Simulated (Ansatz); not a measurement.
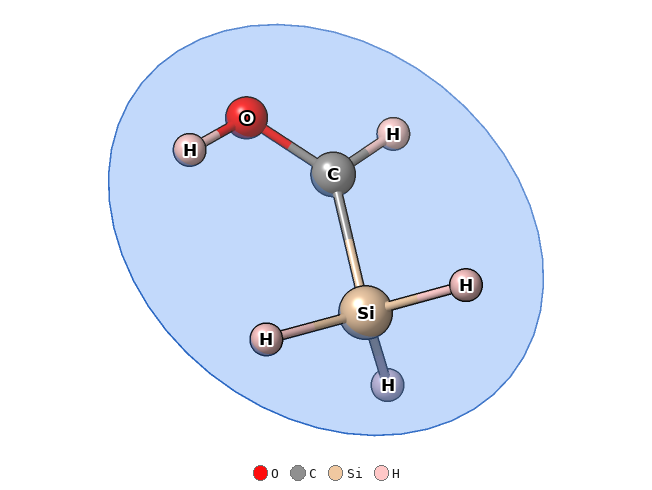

All proper rotation axes (lines) and mirror planes (discs) of the structure are drawn in. Distant atoms are faded towards the background colour. The species has charge +1 and is a spin singlet. The geometry was computed by an optimisation with PBE-D4/def2-SVP. No frequency run is at hand to confirm it as a minimum.

Name the symmetry elements and the point group.

It has 1 mirror plane. Point group Cs. The group has 2 operations. The geometry is achiral, and symmetry allows a dipole moment.
